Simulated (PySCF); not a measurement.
Si₂N₂H₆O₄: geometry relaxation

The run: geometry relaxation of Si₂N₂H₆O₄, SMILES O[Si]1(O)N[Si](O)(O)N1. Method and program: PBE0-D3(BJ)/def2-SVP geometry optimisation, gas phase (PySCF 2.14.0).

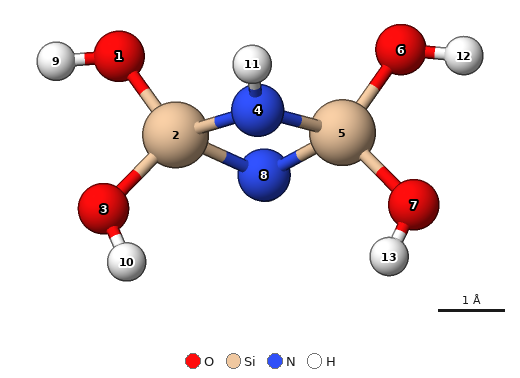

**Figure 1.** The structure as given in the input (ball-and-stick view, seen at a tilt; atoms are numbered from 1 in the order of the input). Bond lengths as drawn: H–N 0.99 to 1.02 Å, H–O 0.93 to 0.97 Å, N–Si 1.71 to 1.76 Å and O–Si 1.58 to 1.64 Å.

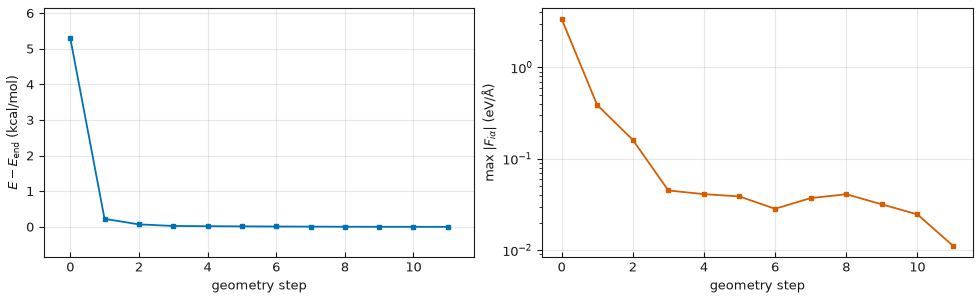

**Figure 2.** Progress of the relaxation, step by step (steps are counted from 0).

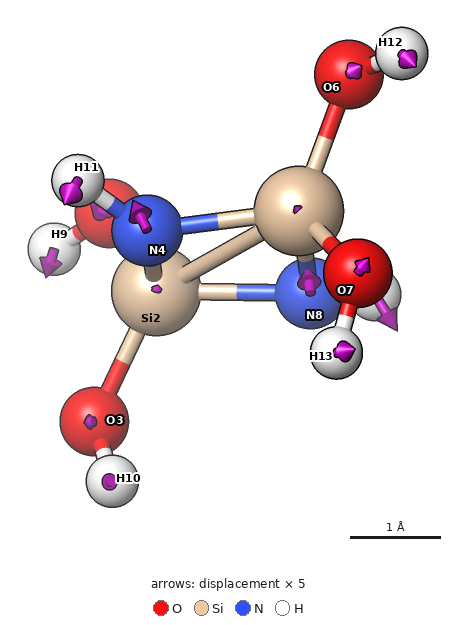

**Figure 3.** The starting structure with the displacements as pink arrows, magnified 5 times (ball-and-stick view, seen at a tilt). The two geometries are laid on each other by the best rigid fit. The atom that moves furthest after the best rigid fit is H14 (0.099 Å). By element the largest moves are H 0.099 Å, N 0.092 Å, O 0.072 Å, Si 0.017 Å. Among the contacts that change: O1–Si2 1.584 → 1.649 Å, Si2–O3 1.629 → 1.660 Å, Si2–N4 1.762 → 1.735 Å, O7–H13 0.935 → 0.961 Å. Among the angles that change: Si2–N4–H11 125.3° → 132.2°, Si2–N8–H14 126.2° → 132.1°, Si2–O1–H9 118.4° → 114.3°. Over 11 geometry steps the energy falls by 5.31 kcal/mol. The largest force component goes from 3.4 to 0.011 eV/Å. (Atoms are counted from 1 in the order of the input.)

The input and output of the run follow.

## Input file
```
{"job": {"xc": "PBE0", "basis": "def2-SVP", "d3": "d3bj", "grid": 2, "kind": "geom", "shake": 0.01}, "charge": 0, "multiplicity": 1}
O     -2.532969     0.193779    -0.387236
Si    -1.167048    -0.515639    -0.011456
O     -1.574948    -2.049186     0.355660
N     -0.093755     0.278684     1.138271
Si     1.066751     0.674664    -0.060387
O      1.220852     2.243241    -0.463055
O      2.584192     0.157829     0.290561
N      0.182205    -0.344081    -1.121319
H     -3.340570    -0.314251    -0.325984
H     -0.851743    -2.636429     0.627419
H     -0.394237     0.784671     1.972512
H      2.115543     2.594165    -0.435828
H      2.649381    -0.738711     0.546039
H      0.129868    -0.343345    -2.110789
```

The first line tells a small driver script what to run in PySCF; the rest is the geometry in Å.

Launched with:
```bash
OMP_NUM_THREADS=1 python <driver script> task.json out
```

## Log
```
step   0  E = -992.12147819  max force = 0.066250
step   1  E = -992.12958184  max force = 0.007555
step   2  E = -992.12982846  max force = 0.003142
step   3  E = -992.12989947  max force = 0.000877
step   4  E = -992.12991049  max force = 0.000799
step   5  E = -992.12991713  max force = 0.000755
step   6  E = -992.12992360  max force = 0.000552
step   7  E = -992.12992934  max force = 0.000723
step   8  E = -992.12993400  max force = 0.000797
step   9  E = -992.12993651  max force = 0.000618
step  10  E = -992.12993770  max force = 0.000480
step  11  E = -992.12993851  max force = 0.000218
optimisation converged
```

## Trajectory as extended XYZ (Å, eV, eV/Å), 12 frames, from step=0 to step=11
```
14
Properties=species:S:1:pos:R:3:forces:R:3 step=0 energy=-26997.00052
O    -2.5330    0.1938   -0.3872   -1.8157   1.1899  -0.5570
Si   -1.1670   -0.5156   -0.0115    3.4067  -0.1072   0.5292
O    -1.5750   -2.0492    0.3557   -0.0504  -1.2610   0.3721
N    -0.0938    0.2787    1.1383   -1.3933   0.2606   0.8574
Si    1.0668    0.6747   -0.0604   -0.1378  -0.6522   0.2657
O     1.2208    2.2432   -0.4631    0.2010   0.7195  -0.2109
O     2.5842    0.1578    0.2906    0.6208   1.5254  -0.3996
N     0.1822   -0.3441   -1.1213   -0.7924  -0.1448   0.2029
H    -3.3406   -0.3142   -0.3260   -0.1872  -0.1192   0.0110
H    -0.8517   -2.6364    0.6274   -0.3931   0.3586  -0.1604
H    -0.3942    0.7847    1.9725    0.3249  -0.2377  -0.2881
H     2.1155    2.5942   -0.4358   -0.0200   0.0036  -0.0071
H     2.6494   -0.7387    0.5460    0.1244  -1.4495   0.4199
H     0.1299   -0.3433   -2.1108    0.1122  -0.0858  -1.0351
14
Properties=species:S:1:pos:R:3:forces:R:3 step=1 energy=-26997.22103
O    -2.5573    0.1976   -0.3588   -0.1310   0.1736  -0.0754
Si   -1.1398   -0.5396    0.0249   -0.0856  -0.1408   0.0315
O    -1.6255   -2.0883    0.3858   -0.0569   0.1834  -0.0725
N    -0.1397    0.2711    1.1884    0.0909  -0.1349  -0.1736
Si    1.0829    0.6133    0.0092    0.2135   0.3885  -0.1376
O     1.2754    2.2023   -0.4003   -0.0716  -0.0012   0.0115
O     2.6458    0.1496    0.3337   -0.1194  -0.1692   0.0528
N     0.1610   -0.3400   -1.1072   -0.0489  -0.0829   0.0816
H    -3.3447   -0.3486   -0.2961    0.0114  -0.0568   0.0149
H    -0.9245   -2.6830    0.6524    0.1378  -0.1552   0.0611
H    -0.3525    0.7040    2.0713   -0.0217   0.0190   0.1366
H     2.1786    2.5289   -0.3691    0.0133  -0.0488   0.0164
H     2.7475   -0.7700    0.5986    0.0418   0.0525  -0.0110
H     0.1828   -0.4005   -2.1153    0.0264  -0.0273   0.0636
14
Properties=species:S:1:pos:R:3:forces:R:3 step=2 energy=-26997.22774
O    -2.5629    0.2042   -0.3624   -0.0580   0.0603  -0.0286
Si   -1.1453   -0.5384    0.0244    0.0250  -0.0786   0.0443
O    -1.6211   -2.0888    0.3857    0.0182   0.0324  -0.0122
N    -0.1371    0.2690    1.1833   -0.0047   0.0070   0.0859
Si    1.0835    0.6216    0.0052    0.0743   0.1616  -0.0746
O     1.2718    2.2103   -0.4019   -0.0285  -0.0078   0.0075
O     2.6424    0.1495    0.3337   -0.0697  -0.0633   0.0191
N     0.1590   -0.3415   -1.1016   -0.0034  -0.0417  -0.0413
H    -3.3459   -0.3489   -0.2975   -0.0013  -0.0355   0.0079
H    -0.9172   -2.6868    0.6520   -0.0184   0.0164  -0.0088
H    -0.3479    0.6961    2.0730    0.0089  -0.0346   0.0094
H     2.1778    2.5286   -0.3679    0.0250  -0.0115   0.0065
H     2.7481   -0.7685    0.5995    0.0114   0.0258  -0.0075
H     0.1848   -0.4098   -2.1079    0.0212  -0.0305  -0.0076
14
Properties=species:S:1:pos:R:3:forces:R:3 step=3 energy=-26997.22968
O    -2.5686    0.2022   -0.3632   -0.0078   0.0189  -0.0054
Si   -1.1460   -0.5358    0.0244    0.0451  -0.0176   0.0376
O    -1.6204   -2.0851    0.3842    0.0171  -0.0372   0.0115
N    -0.1352    0.2702    1.1848   -0.0340   0.0287   0.0052
Si    1.0817    0.6302    0.0016   -0.0092   0.0084  -0.0137
O     1.2715    2.2183   -0.4032    0.0021   0.0004   0.0014
O     2.6366    0.1521    0.3328   -0.0050  -0.0003   0.0026
N     0.1595   -0.3422   -1.1021   -0.0081   0.0315   0.0062
H    -3.3439   -0.3623   -0.2950    0.0074  -0.0125   0.0027
H    -0.9166   -2.6845    0.6493   -0.0338   0.0316  -0.0147
H    -0.3438    0.6895    2.0794    0.0124  -0.0315  -0.0206
H     2.1810    2.5280   -0.3666    0.0077   0.0024   0.0000
H     2.7441   -0.7649    0.5988   -0.0033  -0.0014  -0.0018
H     0.1900   -0.4193   -2.1076    0.0094  -0.0214  -0.0110
14
Properties=species:S:1:pos:R:3:forces:R:3 step=4 energy=-26997.22998
O    -2.5706    0.1991   -0.3624    0.0027   0.0070   0.0011
Si   -1.1456   -0.5357    0.0250    0.0336  -0.0140   0.0164
O    -1.6192   -2.0854    0.3843   -0.0089  -0.0130   0.0022
N    -0.1357    0.2716    1.1842   -0.0225   0.0324  -0.0173
Si    1.0804    0.6345    0.0003   -0.0194  -0.0234  -0.0026
O     1.2723    2.2224   -0.4036    0.0062   0.0011   0.0013
O     2.6342    0.1547    0.3323    0.0136   0.0074   0.0024
N     0.1594   -0.3407   -1.1021   -0.0104   0.0411  -0.0066
H    -3.3413   -0.3715   -0.2927    0.0017  -0.0048  -0.0005
H    -0.9157   -2.6843    0.6482   -0.0018   0.0014  -0.0018
H    -0.3435    0.6869    2.0800    0.0063  -0.0140   0.0069
H     2.1829    2.5293   -0.3662   -0.0029   0.0015  -0.0010
H     2.7409   -0.7624    0.5978   -0.0042  -0.0054  -0.0009
H     0.1915   -0.4220   -2.1075    0.0061  -0.0175   0.0006
14
Properties=species:S:1:pos:R:3:forces:R:3 step=5 energy=-26997.23016
O    -2.5720    0.1945   -0.3610    0.0044  -0.0035   0.0053
Si   -1.1445   -0.5365    0.0259    0.0114  -0.0161   0.0001
O    -1.6163   -2.0872    0.3846   -0.0113   0.0061  -0.0027
N    -0.1370    0.2742    1.1836   -0.0105   0.0320  -0.0252
Si    1.0785    0.6387   -0.0009   -0.0087  -0.0307   0.0059
O     1.2721    2.2265   -0.4039    0.0018   0.0002   0.0009
O     2.6321    0.1582    0.3319    0.0162   0.0057   0.0029
N     0.1589   -0.3381   -1.1027   -0.0138   0.0388  -0.0063
H    -3.3386   -0.3819   -0.2907   -0.0023   0.0023  -0.0031
H    -0.9124   -2.6856    0.6474    0.0116  -0.0114   0.0036
H    -0.3439    0.6856    2.0811    0.0045  -0.0072   0.0137
H     2.1833    2.5318   -0.3661   -0.0057   0.0010  -0.0011
H     2.7373   -0.7595    0.5961   -0.0023  -0.0035  -0.0011
H     0.1925   -0.4240   -2.1077    0.0047  -0.0137   0.0074
14
Properties=species:S:1:pos:R:3:forces:R:3 step=6 energy=-26997.23033
O    -2.5743    0.1863   -0.3586    0.0044  -0.0161   0.0094
Si   -1.1429   -0.5386    0.0271   -0.0168  -0.0110  -0.0149
O    -1.6100   -2.0913    0.3856   -0.0034   0.0201  -0.0046
N    -0.1391    0.2784    1.1824    0.0005   0.0253  -0.0213
Si    1.0759    0.6442   -0.0022    0.0108  -0.0284   0.0140
O     1.2701    2.2321   -0.4043   -0.0036  -0.0008   0.0001
O     2.6298    0.1638    0.3312    0.0072   0.0025   0.0017
N     0.1576   -0.3337   -1.1034   -0.0146   0.0254  -0.0071
H    -3.3363   -0.3964   -0.2887   -0.0039   0.0089  -0.0052
H    -0.9044   -2.6884    0.6464    0.0161  -0.0157   0.0054
H    -0.3444    0.6846    2.0825    0.0028  -0.0023   0.0163
H     2.1815    2.5367   -0.3664   -0.0051   0.0009  -0.0011
H     2.7332   -0.7548    0.5934    0.0012   0.0006  -0.0015
H     0.1933   -0.4263   -2.1077    0.0044  -0.0095   0.0087
14
Properties=species:S:1:pos:R:3:forces:R:3 step=7 energy=-26997.23049
O    -2.5776    0.1748   -0.3551    0.0051  -0.0243   0.0119
Si   -1.1413   -0.5420    0.0287   -0.0372   0.0038  -0.0234
O    -1.5997   -2.0975    0.3872    0.0079   0.0210  -0.0023
N    -0.1421    0.2838    1.1810    0.0066   0.0133  -0.0105
Si    1.0725    0.6505   -0.0034    0.0264  -0.0194   0.0184
O     1.2654    2.2387   -0.4047   -0.0063  -0.0006  -0.0007
O     2.6274    0.1714    0.3303   -0.0064   0.0000  -0.0009
N     0.1556   -0.3282   -1.1042   -0.0119   0.0069  -0.0050
H    -3.3354   -0.4135   -0.2872   -0.0037   0.0106  -0.0054
H    -0.8910   -2.6921    0.6454    0.0116  -0.0107   0.0034
H    -0.3448    0.6835    2.0846    0.0016  -0.0007   0.0112
H     2.1766    2.5441   -0.3674   -0.0029   0.0008  -0.0010
H     2.7301   -0.7481    0.5897    0.0047   0.0042  -0.0015
H     0.1943   -0.4291   -2.1074    0.0044  -0.0049   0.0059
14
Properties=species:S:1:pos:R:3:forces:R:3 step=8 energy=-26997.23062
O    -2.5822    0.1600   -0.3504    0.0053  -0.0236   0.0112
Si   -1.1400   -0.5463    0.0303   -0.0410   0.0229  -0.0239
O    -1.5854   -2.1052    0.3896    0.0151   0.0091   0.0026
N    -0.1456    0.2896    1.1795    0.0079  -0.0011   0.0020
Si    1.0685    0.6575   -0.0044    0.0294  -0.0079   0.0168
O     1.2577    2.2462   -0.4055   -0.0056   0.0005  -0.0011
O     2.6248    0.1815    0.3289   -0.0165  -0.0008  -0.0036
N     0.1530   -0.3223   -1.1049   -0.0058  -0.0104  -0.0010
H    -3.3364   -0.4332   -0.2858   -0.0016   0.0067  -0.0036
H    -0.8717   -2.6956    0.6445    0.0029  -0.0012  -0.0005
H    -0.3453    0.6820    2.0870    0.0000  -0.0003   0.0024
H     2.1679    2.5540   -0.3694   -0.0002   0.0006  -0.0009
H     2.7290   -0.7388    0.5850    0.0065   0.0060  -0.0010
H     0.1957   -0.4327   -2.1067    0.0037  -0.0004   0.0005
14
Properties=species:S:1:pos:R:3:forces:R:3 step=9 energy=-26997.23068
O    -2.5871    0.1457   -0.3457    0.0031  -0.0129   0.0071
Si   -1.1393   -0.5502    0.0316   -0.0256   0.0318  -0.0166
O    -1.5712   -2.1122    0.3922    0.0126  -0.0063   0.0063
N    -0.1487    0.2938    1.1784    0.0060  -0.0104   0.0091
Si    1.0647    0.6633   -0.0052    0.0170   0.0000   0.0098
O     1.2488    2.2525   -0.4066   -0.0028   0.0017  -0.0008
O     2.6226    0.1917    0.3270   -0.0157   0.0002  -0.0044
N     0.1505   -0.3181   -1.1053    0.0014  -0.0174   0.0023
H    -3.3386   -0.4511   -0.2843    0.0008  -0.0005  -0.0009
H    -0.8520   -2.6977    0.6439   -0.0033   0.0056  -0.0032
H    -0.3458    0.6801    2.0892   -0.0015   0.0004  -0.0048
H     2.1580    2.5636   -0.3722    0.0013   0.0003  -0.0009
H     2.7308   -0.7289    0.5806    0.0052   0.0046  -0.0002
H     0.1973   -0.4359   -2.1060    0.0014   0.0029  -0.0029
14
Properties=species:S:1:pos:R:3:forces:R:3 step=10 energy=-26997.23072
O    -2.5908    0.1353   -0.3421   -0.0009  -0.0002   0.0022
Si   -1.1392   -0.5527    0.0324   -0.0044   0.0247  -0.0066
O    -1.5612   -2.1169    0.3945    0.0044  -0.0133   0.0063
N    -0.1504    0.2956    1.1780    0.0034  -0.0119   0.0088
Si    1.0620    0.6671   -0.0057    0.0008   0.0028   0.0021
O     1.2414    2.2566   -0.4077   -0.0003   0.0023   0.0000
O     2.6212    0.1997    0.3250   -0.0070   0.0012  -0.0030
N     0.1491   -0.3165   -1.1053    0.0058  -0.0144   0.0035
H    -3.3401   -0.4642   -0.2825    0.0020  -0.0056   0.0008
H    -0.8378   -2.6982    0.6437   -0.0035   0.0060  -0.0035
H    -0.3465    0.6787    2.0903   -0.0024   0.0021  -0.0067
H     2.1498    2.5702   -0.3750    0.0011  -0.0001  -0.0009
H     2.7342   -0.7204    0.5775    0.0021   0.0021   0.0003
H     0.1984   -0.4378   -2.1055   -0.0013   0.0043  -0.0033
14
Properties=species:S:1:pos:R:3:forces:R:3 step=11 energy=-26997.23074
O    -2.5937    0.1272   -0.3390   -0.0044   0.0086  -0.0014
Si   -1.1389   -0.5547    0.0332    0.0112   0.0081   0.0022
O    -1.5539   -2.1206    0.3965   -0.0028  -0.0107   0.0038
N    -0.1512    0.2961    1.1780    0.0016  -0.0094   0.0047
Si    1.0598    0.6698   -0.0063   -0.0107   0.0039  -0.0038
O     1.2350    2.2597   -0.4091    0.0007   0.0022   0.0007
O     2.6202    0.2069    0.3229    0.0028   0.0016  -0.0009
N     0.1483   -0.3161   -1.1052    0.0071  -0.0080   0.0030
H    -3.3403   -0.4756   -0.2799    0.0019  -0.0071   0.0013
H    -0.8271   -2.6983    0.6436   -0.0008   0.0027  -0.0023
H    -0.3475    0.6780    2.0908   -0.0027   0.0041  -0.0050
H     2.1428    2.5753   -0.3779    0.0001  -0.0002  -0.0009
H     2.7379   -0.7126    0.5753   -0.0008  -0.0003   0.0007
H     0.1987   -0.4385   -2.1052   -0.0032   0.0045  -0.0021
```

## Summary

| quantity | value |
| --- | --- |
| outcome | converged |
| total energy | −992.129939 hartree |
| dipole moment | 2.85 D |
| point group | C2v |
| hardware | 1 CPU thread, shared host |
| wall time | 3.1 min |
| peak memory | 0.77 GiB |
